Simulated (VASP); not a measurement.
Band structure of LaGaNi4 (space group P-6m2). Computed with PBEsol GGA, VASP's PBE PAW potentials (set 64) (plane waves; VASP).

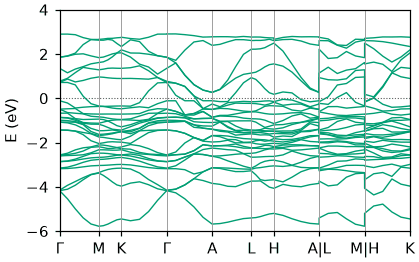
Figure: Bands along high-symmetry lines, zero at the valence-band maximum or, without a gap, the Fermi level

**Question.** Read the plot: is there a gap, and where are the band edges?

**Answer.** It has no gap at this level: it comes out as a metal or semimetal.

The structure comes from a computed database's LaGaNi4 entry; how it stands against other phases isn't given here. The cell was not relaxed at this level. The run is not spin-polarised, so no magnetic state was tried.
